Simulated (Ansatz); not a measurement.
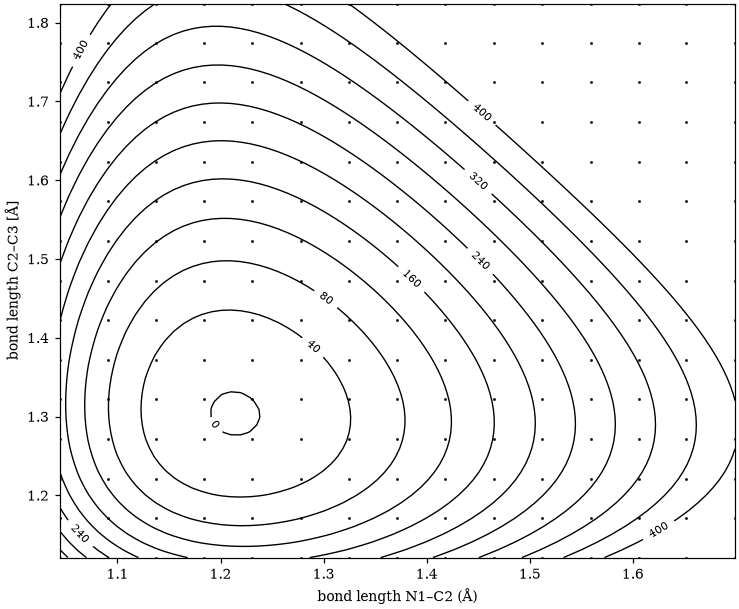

Energy landscape of C₂H₂ClN, SMILES N=C=CCl. First axis: bond length N1–C2. Second axis: bond length C2–C3. Nothing is relaxed (all other coordinates rigid). Grid: 15 × 15 points. Points are written as (first, second). All energies are given in kJ/mol relative to the lowest grid point. Computed with RKS CAM-B3LYP-D4/def2-TZVP in Ansatz.

Drawn: contour lines labelled in kJ/mol (none above 400), dots at the grid points. Between grid points the surface is interpolated. 

Q: Describe this landscape.

A: The lowest grid point is at (1.231 Å, 1.322 Å). No other kind of well shows on this grid. The highest grid point, (1.699 Å, 1.824 Å), lies 773 kJ/mol above the lowest. Round the minimum the two coordinates are weakly coupled (coupling 0.05 in units of the two stiffnesses).

The values on the grid:

| bond length C2–C3 ↓, bond length N1–C2 → | 1.044 | 1.091 | 1.137 | 1.184 | 1.231 | 1.278 | 1.325 | 1.371 | 1.418 | 1.465 | 1.512 | 1.559 | 1.606 | 1.652 | 1.699 |
| --- | --- | --- | --- | --- | --- | --- | --- | --- | --- | --- | --- | --- | --- | --- | --- |
| 1.824 | 487 | 404 | 360 | 343 | 348 | 369 | 400 | 439 | 484 | 532 | 581 | 631 | 680 | 727 | 773 |
| 1.774 | 450 | 366 | 321 | 303 | 308 | 328 | 359 | 397 | 442 | 489 | 538 | 588 | 637 | 684 | 730 |
| 1.724 | 411 | 326 | 281 | 263 | 266 | 285 | 316 | 354 | 398 | 446 | 495 | 544 | 593 | 640 | 686 |
| 1.674 | 372 | 287 | 240 | 221 | 224 | 243 | 273 | 311 | 354 | 402 | 451 | 500 | 549 | 596 | 642 |
| 1.623 | 333 | 246 | 199 | 179 | 181 | 199 | 229 | 266 | 310 | 357 | 406 | 455 | 504 | 551 | 597 |
| 1.573 | 295 | 207 | 159 | 139 | 140 | 158 | 187 | 224 | 267 | 314 | 362 | 412 | 461 | 508 | 554 |
| 1.523 | 260 | 171 | 121 | 100 | 101 | 118 | 147 | 184 | 226 | 273 | 321 | 371 | 420 | 467 | 513 |
| 1.472 | 227 | 137 | 87 | 65 | 65 | 81 | 110 | 146 | 188 | 235 | 283 | 332 | 381 | 428 | 475 |
| 1.422 | 201 | 110 | 58 | 35 | 35 | 51 | 78 | 114 | 156 | 202 | 250 | 299 | 348 | 395 | 442 |
| 1.372 | 182 | 90 | 38 | 14 | 12 | 27 | 55 | 90 | 131 | 177 | 225 | 274 | 323 | 369 | 416 |
| 1.322 | 174 | 81 | 27 | 2 | 0 | 14 | 41 | 76 | 117 | 162 | 210 | 258 | 307 | 354 | 400 |
| 1.271 | 181 | 86 | 31 | 5 | 2 | 16 | 41 | 75 | 116 | 161 | 208 | 256 | 305 | 352 | 398 |
| 1.221 | 206 | 110 | 54 | 27 | 23 | 35 | 61 | 94 | 134 | 178 | 225 | 273 | 321 | 368 | 414 |
| 1.171 | 257 | 159 | 102 | 74 | 68 | 80 | 104 | 137 | 176 | 220 | 266 | 314 | 362 | 408 | 454 |
| 1.121 | 340 | 241 | 182 | 153 | 146 | 157 | 180 | 212 | 250 | 294 | 339 | 386 | 434 | 480 | 525 |

The input of one point:

```yaml
crystal:
  periodic: [false, false, false]
  atoms:
    - { symbol: "N", position_ang: [1.14747, 0.231883, -1.166067] }
    - { symbol: C, position_ang: [0.34359, 0.117997, -0.240773] }
    - { symbol: C, position_ang: [-0.421592, -0.028711, 0.827242] }
    - { symbol: Cl, position_ang: [-1.173974, -1.542756, 1.194195] }
    - { symbol: H, position_ang: [0.768218, 0.517273, -2.066702] }
    - { symbol: H, position_ang: [-0.615854, 0.786712, 1.503867] }
basis:
  gaussian: { orbitals: def2-TZVP }
hamiltonian:
  xc: { name: CAM-B3LYP }
  dispersion: d4
output:
  forces: true
```

Each point was launched as `ansatz run input.yaml --threads 1 --pin off --max-ram 2560MiB --backend cpu --events-out ev --progress --plain --runs-dir out`. The whole map (225 points run) took 32 min on 1 thread of Arm Neoverse N1, with other jobs on the host.
